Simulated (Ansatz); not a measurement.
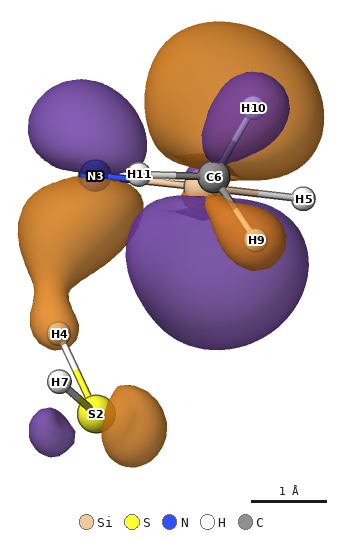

CH5NSi···H2S. One frontier orbital at ±0.1 Å⁻³ᐟ² (orange and purple are the two phases), seen at an oblique angle.

All numbers below come from Ansatz 0.2.0, UKS LDA/6-31G*.

Input file:

```
crystal:
  periodic: [false, false, false]
  atoms:
    - { symbol: Si, position_ang: [0.6791, 0.1032, 0.2216] }
    - { symbol: S, position_ang: [0.3572, -0.9704, -2.0392] }
    - { symbol: "N", position_ang: [0.3688, 1.473, -0.6923] }
    - { symbol: H, position_ang: [0.3758, 0.8168, -1.8575] }
    - { symbol: H, position_ang: [1.9725, -0.4655, 0.596] }
    - { symbol: C, position_ang: [-0.6744, -0.5088, 1.3969] }
    - { symbol: H, position_ang: [-0.9671, -0.962, -1.9697] }
    - { symbol: H, position_ang: [0.7459, 2.4013, -0.5978] }
    - { symbol: H, position_ang: [-0.6943, -1.5934, 1.469] }
    - { symbol: H, position_ang: [-0.5059, -0.1182, 2.3971] }
    - { symbol: H, position_ang: [-1.6578, -0.1759, 1.076] }
magnetization:
  spin_polarized: true
basis:
  gaussian: { orbitals: "6-31G*" }
hamiltonian:
  xc: lda
relax:
  f_tol: 0.15
  max_steps: 25
  restrain:
    - { distance: [3, 1], at: 1.36, k: 30.0 }
    - { distance: [0, 1], at: 3.46, k: 30.0 }
    - { distance: [3, 2], at: 2.32, k: 30.0 }
output:
  orbitals: {}
```

Run with:

```sh
ansatz run input.yaml --threads 2 --pin off --max-ram 3072MiB --backend cpu --events-out ev --progress --plain --runs-dir out
```

The fields are those of the relaxed geometry.

Question: Which orbital is it: HOMO or LUMO?

Answer: The LUMO, at −1.92 eV. Its weight (Hirshfeld) is mainly on Si1 (about 55 %) and N3 (about 20 %).
